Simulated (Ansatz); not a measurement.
GeH$_{3}$ClO: frequency calculation

GeH$_{3}$ClO, computed with RKS PBE/def2-SVP (Ansatz 0.2.0).

It belongs to a series of runs on one base structure; here: vibrations at the highest image of the band.

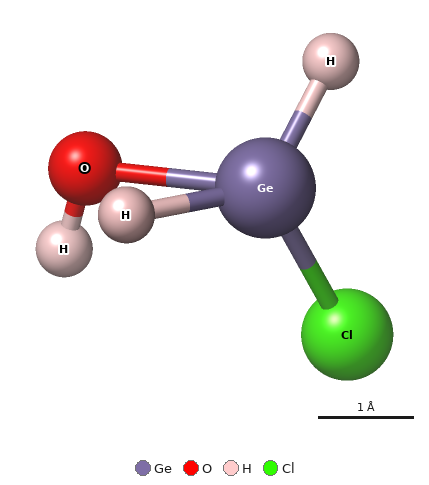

Figure 1. The structure (ball-and-stick view, seen at a tilt). Sticks mark near contacts.

**Input file**
```yaml
crystal:
  periodic: [false, false, false]
  atoms:
    - { symbol: Ge, position_ang: [0.203434, 0.09831, -0.345751] }
    - { symbol: O, position_ang: [0.710048, 0.194109, 1.60997] }
    - { symbol: H, position_ang: [0.612054, -0.718314, 1.96158] }
    - { symbol: H, position_ang: [1.603258, -0.043032, 0.463321] }
    - { symbol: H, position_ang: [-0.773256, 1.313358, -0.520583] }
    - { symbol: Cl, position_ang: [-1.097939, -1.672531, -0.465236] }
basis:
  gaussian: { orbitals: def2-SVP }
hamiltonian:
  xc: pbe
phonons: {}
```

Run on 1 thread of Intel Xeon (Granite Rapids), 32 GiB of memory available, shared host.

Command:
```bash
ansatz run input.yaml --threads 1 --pin off --max-ram 2048MiB --backend cpu --events-out ev --progress --plain --runs-dir out
```

**What the program printed**
```
Engine: ansatz 0.2.0, x86_64-unknown-linux-gnu
Functional definition: PBE
  parameter kappa = 0.804
  parameter beta = 0.06672455060314922
  exchange = pbe_x(kappa = kappa, mu = beta*pi^2/3)
  correlation = pbe_c(beta = beta)
863 factors; their error is unknown
mean field evaluation 1: about -71100.6250 eV, gradient 6.1e1 eV
mean field evaluation 2: about -70991.1043 eV, gradient 1.9e2 eV
mean field evaluation 4: about -71105.9146 eV, gradient 2.5e1 eV
mean field evaluation 8: about -71107.6125 eV, gradient 1.4e-1 eV
mean field evaluation 16: about -71107.5588 eV, gradient 3.2e-4 eV
mean field -71107.55876993 eV, -2613.1545863606 hartree, gradient 4.3e-5 eV, S^2 0.000000; 0 other end points of the search recorded, 0 dependent functions left out
the calculation of the forces begins
reference -71107.55879898 eV, -2613.1545874281 hartree; 30, 30 occupied and 49, 49 virtual orbitals, 863 factors
these checks for a lower state are left out or cut short: stability, starts, cluster_reference, orbital_swaps, neighbouring_geometries, increment
863 factors; their error is unknown
mean field -71107.55869829 eV, -2613.1545837278 hartree, gradient 1.2e-6 eV, S^2 0.000000; 0 other end points of the search recorded, 0 dependent functions left out
[... from here on the field's lines of each further geometry are left out, up to the last ...]
the calculation of the forces begins
reference -71107.55879672 eV, -2613.1545873449 hartree; 30, 30 occupied and 49, 49 virtual orbitals, 863 factors
these checks for a lower state are left out or cut short: stability, starts, cluster_reference, orbital_swaps, neighbouring_geometries, increment
863 factors; their error is unknown
mean field -71107.55876782 eV, -2613.1545862831 hartree, gradient 1.8e-6 eV, S^2 0.000000; 0 other end points of the search recorded, 0 dependent functions left out
the calculation of the forces begins
reference -71107.55879687 eV, -2613.1545873506 hartree; 30, 30 occupied and 49, 49 virtual orbitals, 863 factors
WARN: phonons: modes at or below zero, which the zero-point energy, F, S and C_V leave out: 1, the lowest at -1172.70 cm⁻¹. A minimum has none, and a first-order saddle one
Total energy: -71107.55879898 eV, -2613.1545874281 hartree
Atom 0 at     0.203434     0.098310    -0.345751 Å, force     0.000107    -0.000142    -0.000195 eV/Å
Atom 1 at     0.710048     0.194109     1.609970 Å, force     0.000176     0.000121     0.000192 eV/Å
Atom 2 at     0.612054    -0.718314     1.961580 Å, force     0.000003    -0.000030    -0.000072 eV/Å
Atom 3 at     1.603258    -0.043032     0.463321 Å, force    -0.000226     0.000002     0.000073 eV/Å
Atom 4 at    -0.773256     1.313358    -0.520583 Å, force    -0.000057    -0.000013     0.000033 eV/Å
Atom 5 at    -1.097939    -1.672531    -0.465236 Å, force    -0.000003     0.000063    -0.000031 eV/Å
Dipole moment:     0.190682     0.018947     0.009954 e Å
Vibrations: -1172.70 135.10 297.45 393.10 477.24 615.73 660.98 747.94 935.01 1834.56 1988.64 3637.36 cm⁻¹, zero-point energy 0.726741 eV
```

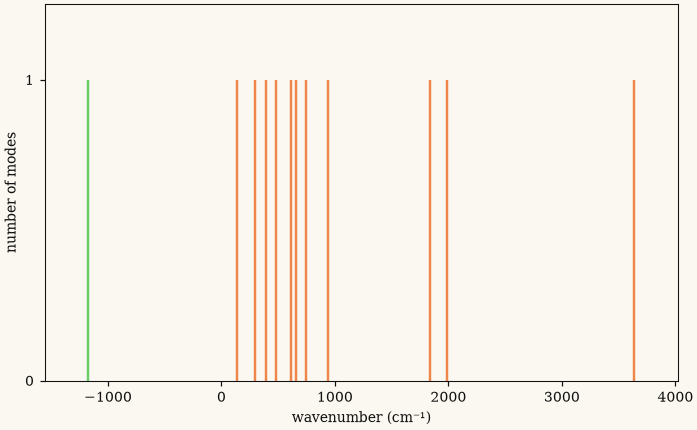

Figure 2. Harmonic vibrational wavenumbers from the force constants; neighbouring modes closer than 22 cm⁻¹ are counted in one stick, and imaginary ones are drawn at negative wavenumbers. 12 modes from 1173i to 3637 cm⁻¹, 1 imaginary beyond 8i (1173i cm⁻¹): a first-order saddle point, if the geometry is stationary.

**Results in brief**

| quantity | value |
| --- | --- |
| outcome | converged |
| total energy | −71107.5588 eV |
| mean-field energy | −71107.5588 eV |
| largest force (length of the vector) | under 0.001 eV/Å |
| wall time | 22 s |
| peak memory | 0.12 GiB |
